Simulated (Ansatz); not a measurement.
# C$_{2}$H$_{11}$NOSi$_{2}$ (SMILES CN([SiH3])[SiH2]CO): what the fields show

```xyz
17

C    -0.5286   -1.5627    0.5472
N     0.3933   -0.5346    0.0596
Si    2.0291   -0.6394    0.6156
Si   -0.1645    0.4612   -1.2492
C    -1.4713    1.6228   -0.5359
O    -0.9708    2.2282    0.6452
H    -1.5605   -1.2198    0.4970
H    -0.4578   -2.4849   -0.0294
H    -0.3261   -1.8018    1.5897
H     2.7714    0.5336    0.1269
H     2.7092   -1.8725    0.1562
H     2.0379   -0.6706    2.0946
H     0.9865    1.2239   -1.7596
H    -0.7467   -0.3610   -2.3371
H    -2.4214    1.1149   -0.3455
H    -1.6925    2.4299   -1.2301
H    -0.6060    1.5324    1.1948
```

All numbers below come from Ansatz 0.2.0, RKS BHLYP-D4/6-31G*.

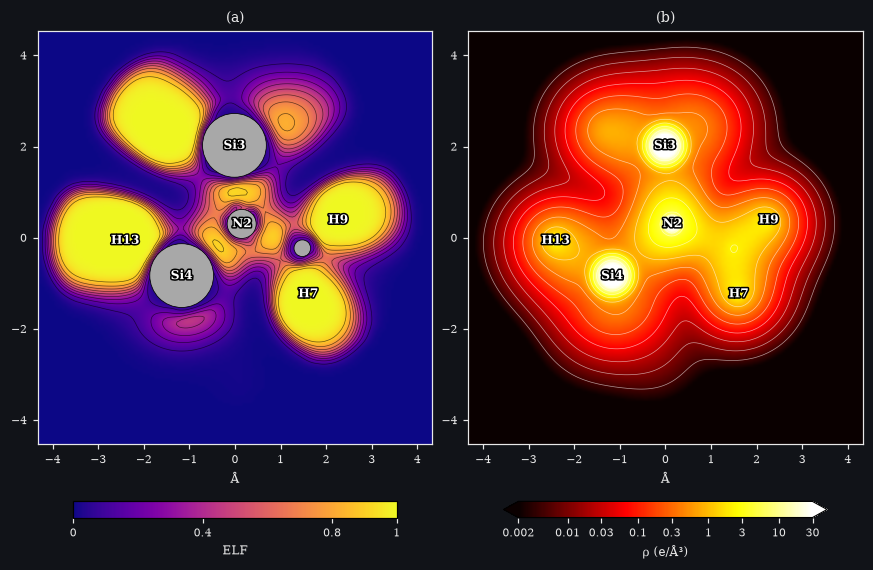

Figure 1. (a) ELF; (b) total electron density on the plane of atoms Si3, N2 and Si4. Grey discs cover the atomic cores in the ELF map.

### Interpret the plot.

The plane passes through N, Si and H nuclei.
Si–N (1.73 Å): the density is about 1.1 e/Å³ at the midpoint; the ELF peaks at about 0.90 between the atoms: a shared but strongly polarised pair.
Si–H (1.47 Å): ρ at the midpoint is about 0.81 e/Å³; the ELF climbs to about 1 towards the hydrogen, as it does in any bond to H.

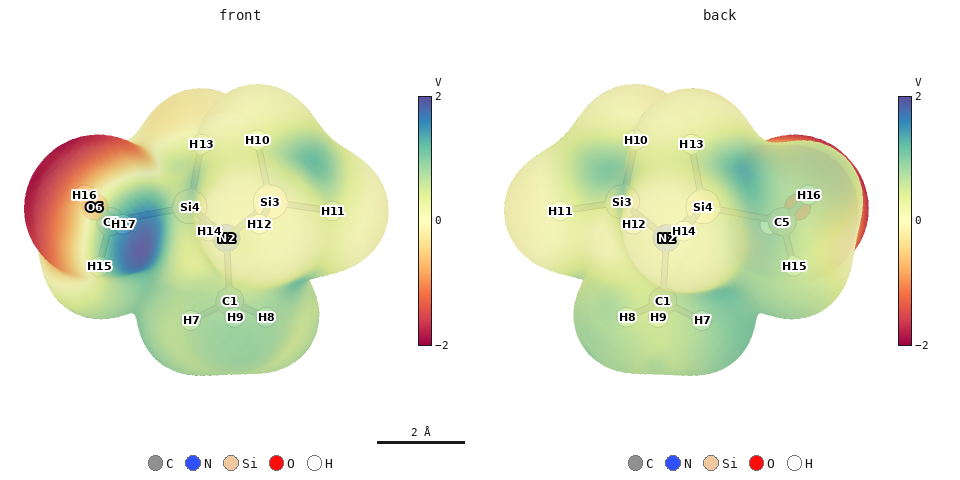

Figure 2. The molecular electrostatic potential painted on the density surface at 0.002 e/bohr³, seen from the front and from behind; red is negative and blue positive.

### Where is the surface potential most negative and most positive?

The most negative region (about −1.9 V) lies over O6, the most positive (about +1.8 V) over H17. O6 is the likeliest acceptor of a hydrogen bond.

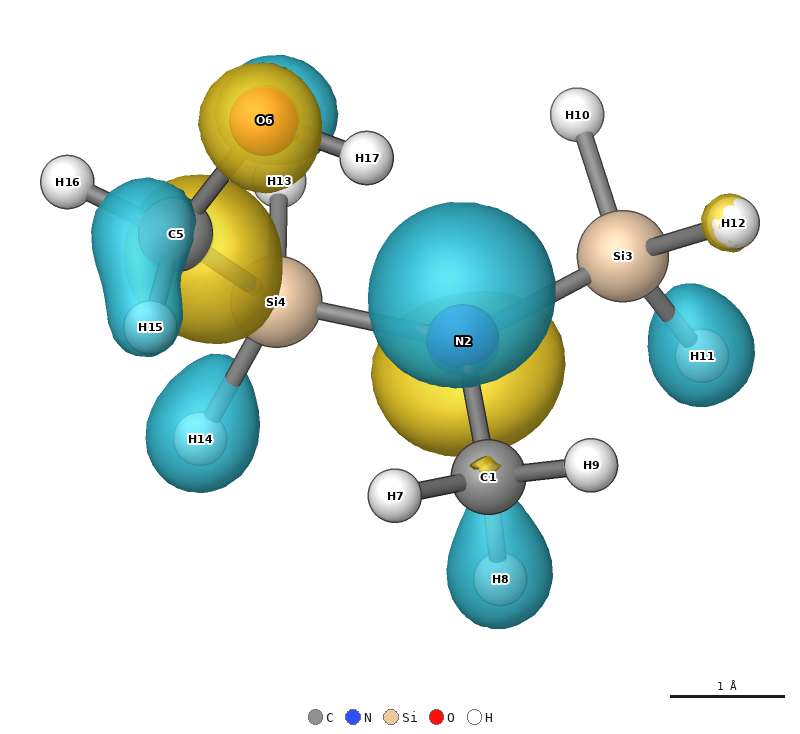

Figure 3. The HOMO at ±0.15 Å⁻³ᐟ² (yellow and cyan are the two phases), seen at a tilt.

### Describe this orbital and give its energy.

Its weight (Hirshfeld) is mainly on N2 (about 35 %), C5 (about 10 %), Si4 (about 10 %) and O6 (about 10 %). Its energy is −8.14 eV.
